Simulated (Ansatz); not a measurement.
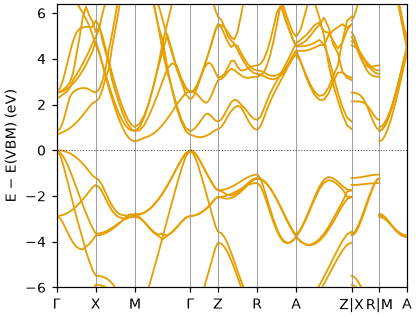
Figure. Band structure from the program Ansatz at the PBE level (PAW)

Task: Read off the gap and where the band edges lie.

Result: About 0.4 eV (0.39 eV by a search for the band edges); maximum at Γ, minimum at M.

The material is Si3Ge in space group P-4m2 (No. 115; Si on 2g, Si on 1a, Ge on 1c).

The start of the workflow was typed in or built on a structure type; neither database checked (COD, Materials Project) lists it. Whether it is the stable phase at ambient conditions was not checked. The PBE relaxation kept the symmetry of its start; its stability against distortions is not shown here. Spin–orbit coupling is left out wherever it is not named.

Potentials: the earlier of the program's two PAW sets.
